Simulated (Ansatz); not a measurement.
# FH2Si: vertical and adiabatic energies of changing the electron count from a Python script

Aim: vertical and adiabatic energies of changing the electron count, for FH2Si, run from a script. SMILES: F[SiH2].

Program: Ansatz 0.2.0, driven from Python. Level of theory: PBE0/6-31G*. These are calculated values, not measurements.

### Step 1. Starting point

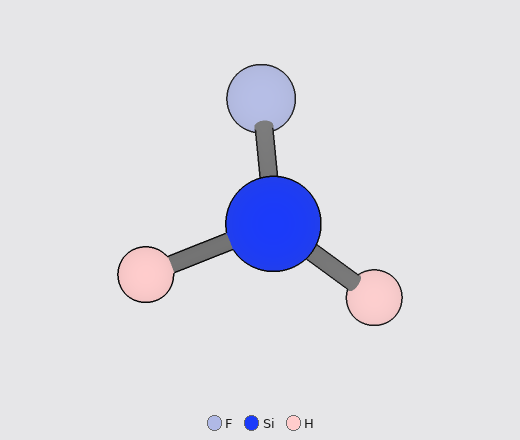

The starting structure, viewed from a chosen angle; fluorine light blue, silicon blue, hydrogen pink.

No structure file is read: the coordinates are typed or built in the script.

### Step 2. The code

The input, adiabatic_fh2si.py:

```python
import itertools

import ansatz as az
from ase.data import atomic_numbers, covalent_radii
import numpy as np

geometry_ang = [
    ('F', [1.20559, 0.64754, -0.42551]),
    ('Si', [-0.12215, -0.26492, -0.24687]),
    ('H', [-1.21993, 0.67852, -0.26164]),
    ('H', [0.13649, -1.06114, 0.93402]),
]
molecule = az.Crystal.molecule()
for symbol, xyz in geometry_ang:
    molecule = molecule.atom(symbol, xyz)

setup = molecule.calculation()
setup = setup.basis(gaussian='6-31G*')
setup = setup.functional('pbe0')
setup = setup.spin('collinear', total=1)
symbols = [site.symbol for site in molecule.cartesian_sites]
start = np.array([site.position_ang for site in molecule.cartesian_sites], dtype=float)
summary = setup.relax(force_tolerance=0.01).run(threads=1, pin='off').report
end = np.array(summary['positions_ang'])

minimum = az.Crystal.molecule()
for symbol, place in zip(symbols, end):
    minimum = minimum.atom(symbol, place.tolist())
ion = (
    minimum.calculation()
    .basis(gaussian='6-31G*')
    .functional('pbe0')
    .charge(1)
)
vertical = ion.run(threads=1, pin='off').report
settled = ion.relax(force_tolerance=0.01, max_steps=80).run(threads=1, pin='off').report
print(f'vertical ionisation energy   {vertical["free_energy_ev"] - summary["free_energy_ev"]:.3f} eV')
print(f'adiabatic, no zero point     {settled["free_energy_ev"] - summary["free_energy_ev"]:.3f} eV')
print(f'relaxation energy of the ion {vertical["free_energy_ev"] - settled["free_energy_ev"]:.3f} eV')
ionised = np.array(settled['positions_ang'])
radius = [covalent_radii[atomic_numbers[s]] for s in symbols]
span = lambda where, i, j: np.linalg.norm(where[i] - where[j])
bonded = [(i, j) for i, j in itertools.combinations(range(len(symbols)), 2) if min(span(end, i, j), span(ionised, i, j)) < 1.2 * (radius[i] + radius[j])]
print('pair        before    after (A)')
for i, j in bonded:
    print(f'{symbols[i]}{i}-{symbols[j]}{j}'.ljust(10), f'{span(end, i, j):8.4f} {span(ionised, i, j):8.4f}')
```

### Step 3. What the engine is handed

The package turns the script's settings into the engine's input (first run):

```yaml
crystal:
  periodic: [false, false, false]
  atoms:
    - { symbol: F, position_ang: [1.20559, 0.64754, -0.42551] }
    - { symbol: Si, position_ang: [-0.12215, -0.26492, -0.24687] }
    - { symbol: H, position_ang: [-1.21993, 0.67852, -0.26164] }
    - { symbol: H, position_ang: [0.13649, -1.06114, 0.93402] }
basis:
  gaussian:
    orbitals: "6-31G*"
hamiltonian:
  xc: pbe0
magnetization:
  spin_polarized: true
  initial_magnetization: 1.0
relax:
  f_tol: 0.01
```

### Step 4. Launch

On the command line:

```bash
python adiabatic_fh2si.py
```

Log:

```text
vertical ionisation energy   9.077 eV
adiabatic, no zero point     8.058 eV
relaxation energy of the ion 1.018 eV
pair        before    after (A)
F0-Si1       1.6145   1.5545
Si1-H2       1.4947   1.4710
Si1-H3       1.4947   1.4710
```

Wall time 14 s (1 thread of Arm Neoverse V1, shared host); peak memory 0.18 GiB.

### Step 5. What changed from run to run

The engine's inputs for the other runs:

Run 2, against run 1:

```diff
@@ -4,4 +4,4 @@
-    - { symbol: F, position_ang: [1.20559, 0.64754, -0.42551] }
-    - { symbol: Si, position_ang: [-0.12215, -0.26492, -0.24687] }
-    - { symbol: H, position_ang: [-1.21993, 0.67852, -0.26164] }
-    - { symbol: H, position_ang: [0.13649, -1.06114, 0.93402] }
+    - { symbol: F, position_ang: [1.2587319385766156, 0.665701726175235, -0.4593787487491237] }
+    - { symbol: Si, position_ang: [-0.06156612134987444, -0.24814621600702405, -0.29120318808855067] }
+    - { symbol: H, position_ang: [-1.2606482767069491, 0.6403520325583327, -0.20831368079972234] }
+    - { symbol: H, position_ang: [0.0634824594802079, -1.0579075427265436, 0.9588956176373966] }
@@ -13,5 +13 @@
-magnetization:
-  spin_polarized: true
-  initial_magnetization: 1.0
-relax:
-  f_tol: 0.01
+total_charge: 1.0
```

Run 3, against run 1:

```diff
@@ -4,4 +4,4 @@
-    - { symbol: F, position_ang: [1.20559, 0.64754, -0.42551] }
-    - { symbol: Si, position_ang: [-0.12215, -0.26492, -0.24687] }
-    - { symbol: H, position_ang: [-1.21993, 0.67852, -0.26164] }
-    - { symbol: H, position_ang: [0.13649, -1.06114, 0.93402] }
+    - { symbol: F, position_ang: [1.2587319385766156, 0.665701726175235, -0.4593787487491237] }
+    - { symbol: Si, position_ang: [-0.06156612134987444, -0.24814621600702405, -0.29120318808855067] }
+    - { symbol: H, position_ang: [-1.2606482767069491, 0.6403520325583327, -0.20831368079972234] }
+    - { symbol: H, position_ang: [0.0634824594802079, -1.0579075427265436, 0.9588956176373966] }
@@ -13,3 +13 @@
-magnetization:
-  spin_polarized: true
-  initial_magnetization: 1.0
+total_charge: 1.0
@@ -17,0 +16 @@
+  max_steps: 80
```

### Step 6. The runs side by side

From the records of these 3 runs:

```tsv
run	kind of run	system	unpaired or total moment	energy (eV)	<S²>	SCF cycles in all	CPU time (s)
1	relaxation	FH2Si	1	-10620.1770	0.75	55	7.6
2	single point	FH2Si, charge +1	not set	-10611.1004	0.00	16	0.51
3	relaxation	FH2Si, charge +1	not set	-10612.1189	0.00	64	5
```

Totals carry meaning only in balanced differences at one level of theory.

### Step 7. How the relaxation of run 1 went

Relaxation path:

```csv
step,E - E(step 1) (eV),largest force component (eV/Å)
1,0.0000,1.1431
2,-0.0935,0.4039
3,-0.0992,0.1287
4,-0.1004,0.0651
5,-0.1003,0.0967
6,-0.1006,0.0066
```

Step 1 is the start. Step 5 was tried and not accepted.

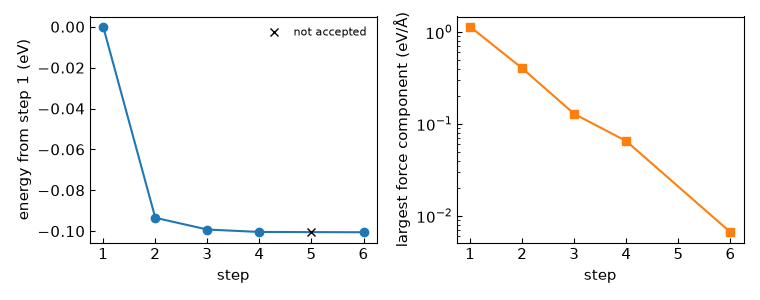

Energy and largest force along the relaxation.

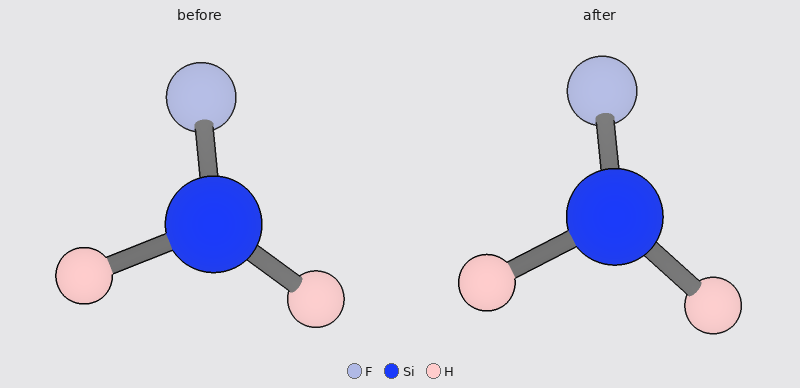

Before and after, at one scale.

Before: Bond lengths: F1–Si2 1.621 Å, Si2–H3 1.448 Å, Si2–H4 1.448 Å. Angles: F1–Si2–H3 104.7°, F1–Si2–H4 104.7°, H3–Si2–H4 120.2°.

After: Bond lengths: F1–Si2 1.614 Å, Si2–H3 1.495 Å, Si2–H4 1.495 Å. Angles: F1–Si2–H3 109.0°, F1–Si2–H4 109.0°, H3–Si2–H4 110.0°.

### Step 8. How the relaxation of run 3 went

Relaxation path:

| step | E - E(step 1) (eV) | largest force component (eV/Å) |
| --- | --- | --- |
| 1 | 0.0000 | 3.0045 |
| 2 | -0.7286 | 1.9254 |
| 3 | -0.9637 | 1.9995 |
| 4 | -1.0144 | 0.2806 |
| 5 | -1.0182 | 0.0643 |
| 6 | -1.0185 | 0.0032 |

Step 1 is the start.

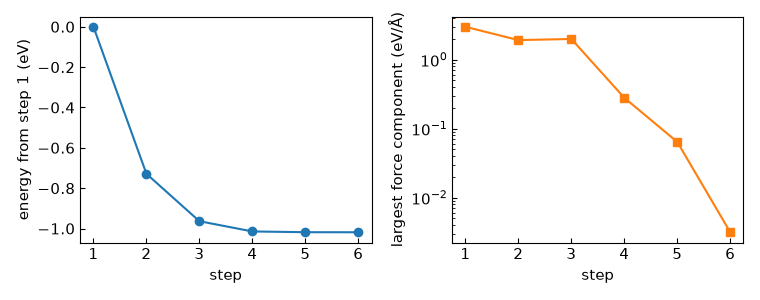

Energy and largest force along the relaxation.

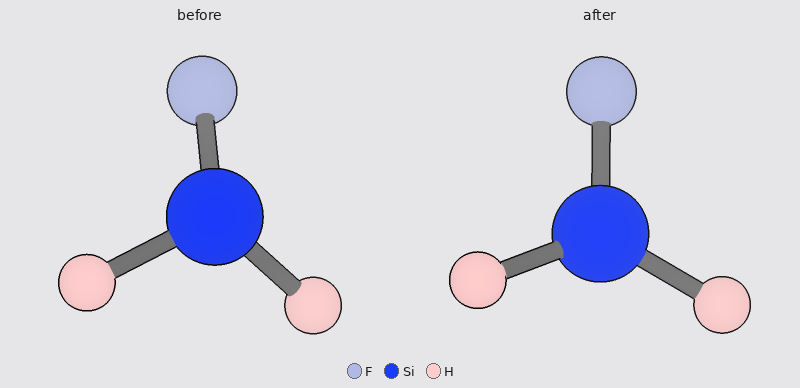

The structure before (left) and after (right) the relaxation, drawn at the same scale.

Before: Bond lengths: F1–Si2 1.614 Å, Si2–H3 1.495 Å, Si2–H4 1.495 Å. Angles: F1–Si2–H3 109.0°, F1–Si2–H4 109.0°, H3–Si2–H4 110.0°.

After: Bond lengths: F1–Si2 1.555 Å, Si2–H3 1.471 Å, Si2–H4 1.471 Å. Angles: F1–Si2–H3 115.9°, F1–Si2–H4 115.9°, H3–Si2–H4 128.1°.

### Step 9. Outcome

```
                                  quantity     value
                vertical ionisation energy  9.077 eV
adiabatic ionisation energy, no zero point  8.058 eV
                             runs compared         3
```

**Reading.** The ionisation energy is a difference of two total energies at the neutral geometry; letting the ion relax lowers it by 1.02 eV. Run 1: After 4 moves the largest shift is 0.077 Å. Run 3: After 5 moves the largest shift is 0.386 Å, of atom 2 (Si). Reading the output:
- The energies are electronic: no zero-point or thermal terms, and the basis set is short of its limit. The product may relax into another structure. The relaxation finds the nearest minimum, so the adiabatic value is an upper bound.
- The species is open-shell (spin multiplicity 2).
- Only the spin states typed were run; another state of an ion can lie lower, by up to an eV or two.
